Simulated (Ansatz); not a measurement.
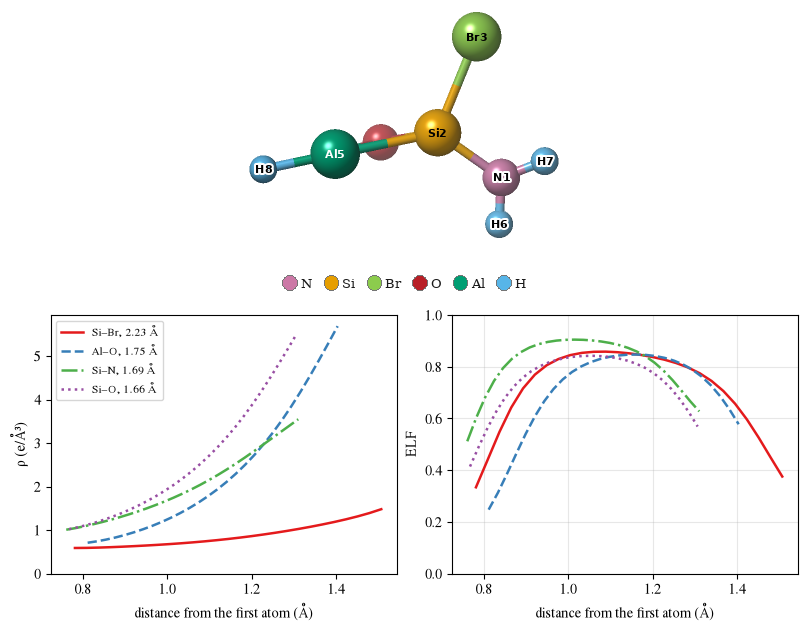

AlBrH3NOSi (SMILES N[Si]1(Br)[O][AlH]1). Total electron density and electron localisation function along straight lines between neighbouring atoms. The curves leave out the atomic cores. The structure is drawn too.

Geometry: PBE0-D4/def2-TZVP.

All numbers below come from RKS PBE0-D4/def2-TZVPP in Ansatz.

Input

```
crystal:
  periodic: [false, false, false]
  atoms:
    - {symbol: N, position_ang: [-0.477810, 0.730436, 1.391545]}
    - {symbol: Si, position_ang: [0.376186, -0.084464, 0.180699]}
    - {symbol: Br, position_ang: [2.121282, -0.943785, 1.277097]}
    - {symbol: O, position_ang: [-0.499214, -1.176244, -0.711090]}
    - {symbol: Al, position_ang: [0.119014, -0.262989, -2.076154]}
    - {symbol: H, position_ang: [-1.327425, 1.237223, 1.209361]}
    - {symbol: H, position_ang: [-0.079185, 0.919451, 2.295018]}
    - {symbol: H, position_ang: [-0.140747, -0.476728, -3.622174]}
basis:
  gaussian: {orbitals: def2-TZVPP}
hamiltonian: {xc: pbe0, dispersion: d4}
output: {orbitals: {seedname: orbitals}}
```

Command:

```sh
ansatz run in.yaml --threads 4 --pin off --events-out ev --progress --plain --max-ram 10444MiB
```

**Compare the contacts.**

Si–Br (2.23 Å): ρ at the midpoint is about 0.77 e/Å³; the ELF peaks at about 0.85 between the atoms; a polar covalent bond.
Al–O (1.75 Å): ρ at the midpoint is about 0.83 e/Å³; the ELF peaks at about 0.85 in the valence shell of O, 0.6 Å from its nucleus, and is about 0.45 at the midpoint.
Si–N (1.69 Å): ρ at the midpoint is about 1.2 e/Å³; the ELF peaks at about 0.90 between the atoms (a polar covalent bond).
Si–O (1.66 Å): ρ is about 1.2 e/Å³ halfway; the ELF peaks at about 0.85 between the atoms; a shared but strongly polarised pair.
